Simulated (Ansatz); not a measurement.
**AlF2H4NO: density, localisation and related maps**

The calculation's input:

```
crystal:
  periodic: [false, false, false]
  atoms:
    - { symbol: Al, position_ang: [0.089349, -0.237161, 0.17602] }
    - { symbol: "N", position_ang: [0.036466, -0.127344, 2.036128] }
    - { symbol: H, position_ang: [-0.763381, -0.497444, 2.544627] }
    - { symbol: H, position_ang: [0.881271, -0.252315, 2.585992] }
    - { symbol: F, position_ang: [1.533189, -0.31198, -0.627383] }
    - { symbol: F, position_ang: [-1.339773, -0.453046, -0.627532] }
    - { symbol: O, position_ang: [-0.396517, 2.619051, 0.772616] }
    - { symbol: H, position_ang: [-1.353475, 2.68042, 0.646334] }
    - { symbol: H, position_ang: [-0.313328, 2.056319, 1.583097] }
basis:
  gaussian: { orbitals: def2-SVP }
hamiltonian:
  xc: r2scan
  dispersion: d4
relax:
  f_tol: 0.03
  max_steps: 50
output:
  orbitals: {}
```

Run with:

```sh
ansatz run input.yaml --threads 4 --pin off --max-ram 5120MiB --backend cpu --events-out ev --progress --plain --runs-dir out
```

The fields are those of the run's last geometry, not of the input's.

Level of theory: Ansatz, RKS r2SCAN-D4/def2-SVP.

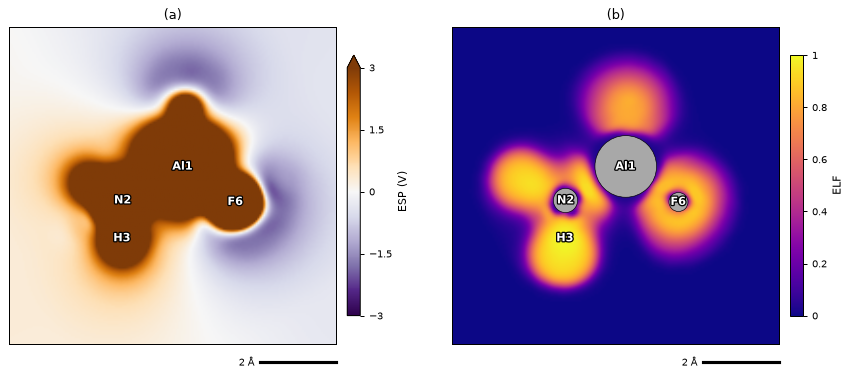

Figure 1. (a) molecular electrostatic potential; (b) electron localisation function on the plane of atoms N2, Al1 and F6. Grey discs cover the atomic cores in the ELF map.

What does the map show?

Answer. The plane passes through Al, N, H and F nuclei. Al–F (1.67 Å): the ELF peaks at about 0.85 in the valence shell of F, 0.6 Å from its nucleus, and is about 0.30 at the midpoint. Al–N (1.82 Å): the ELF peaks at about 0.95 between the atoms, as expected for a polar covalent bond. N–H (1.02 Å): the ELF climbs to about 1 towards the hydrogen, as it does in any bond to H; a covalent bond by its length. The ELF also peaks beside F6 and F5, away from the bonds: lone-pair regions. Outside the dense part of the molecule the potential is most negative (−2.0 V) near F6.

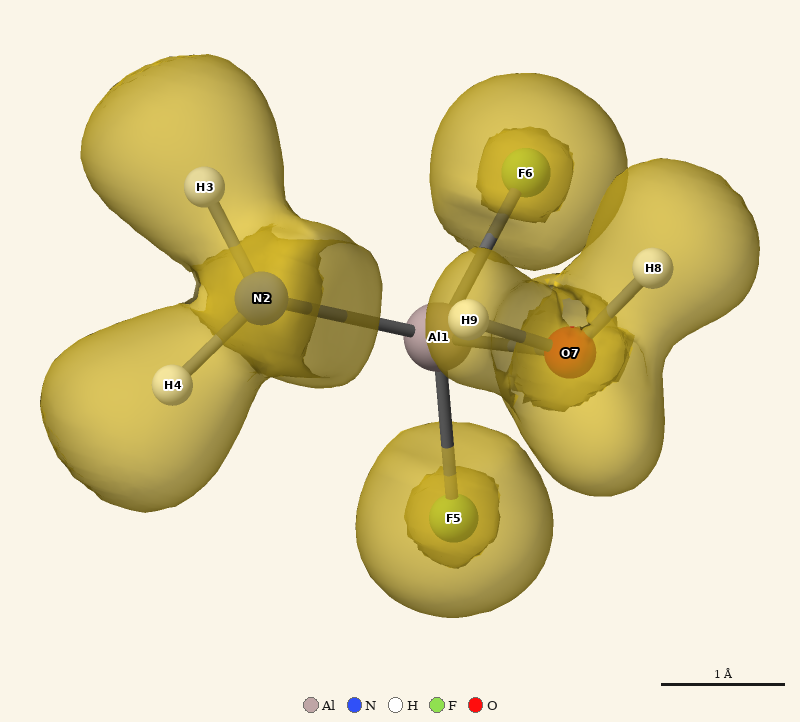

Figure 2. Isosurface of the electron localisation function at 0.75 (yellow), seen from one side. Core shells and regions of very low density are left out.

What do the ELF domains correspond to?

Answer. At this value the surface marks out two regions wrapped around F (the valence shell of each), one joined region spread over several atoms (H, N), in which their bonds and any lone pairs are merged and one joined region spread over several atoms (H, O), in which their bonds and any lone pairs are merged.

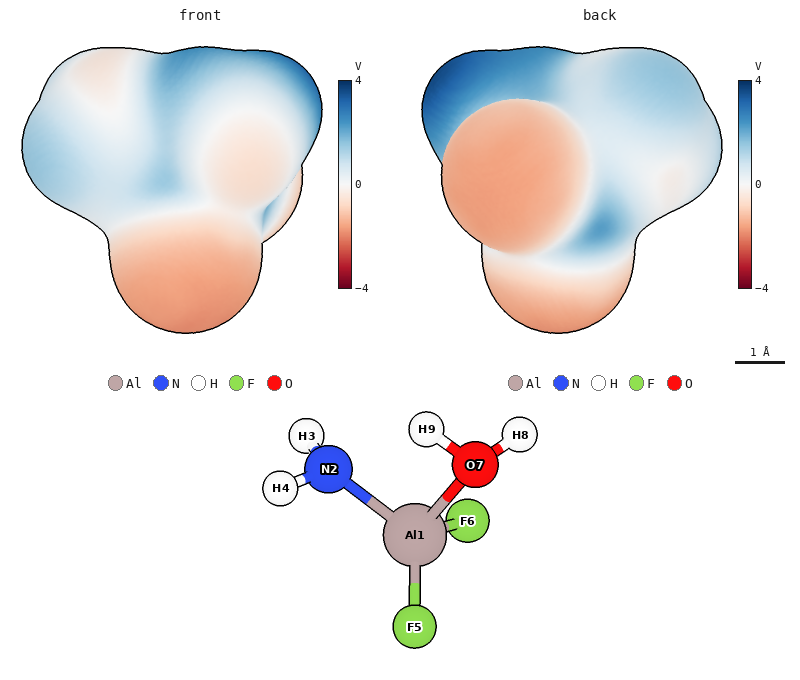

Figure 3. The electrostatic potential painted on the density surface at 0.002 e/bohr³, seen from the front and from behind; red is negative and blue positive. The bare structure is drawn below in the same view.

Describe the electrostatic potential map.

Answer. The most negative region (about −1.8 V) lies over F5, the most positive (about +3.5 V) over H8.

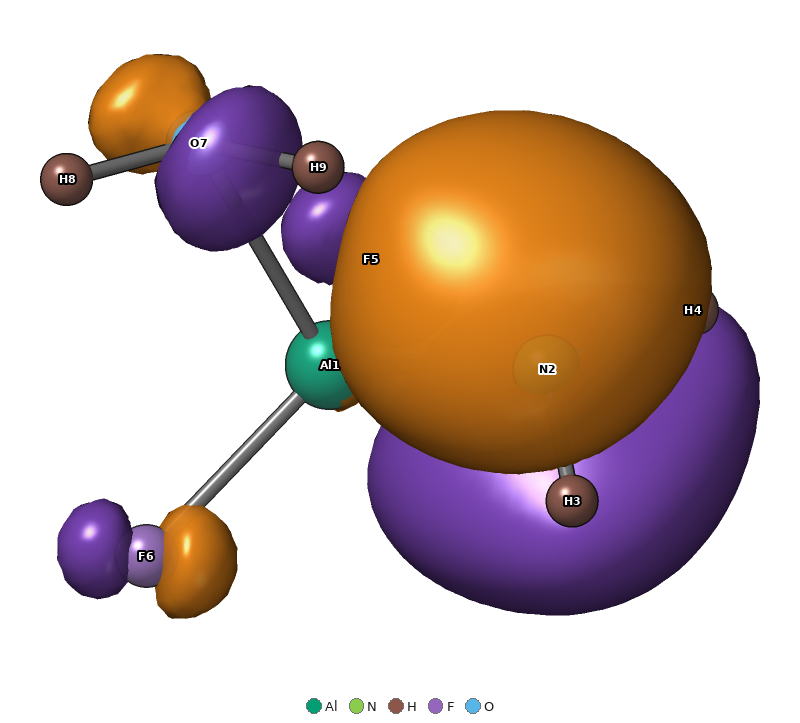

Figure 4. The HOMO at ±0.1 Å⁻³ᐟ² (orange and purple are the two phases), seen at an oblique angle.

Describe this orbital and give its energy.

Answer. It lies mainly on N2 (about 70 %); largely a lone pair of N2. Its energy is −6.32 eV.
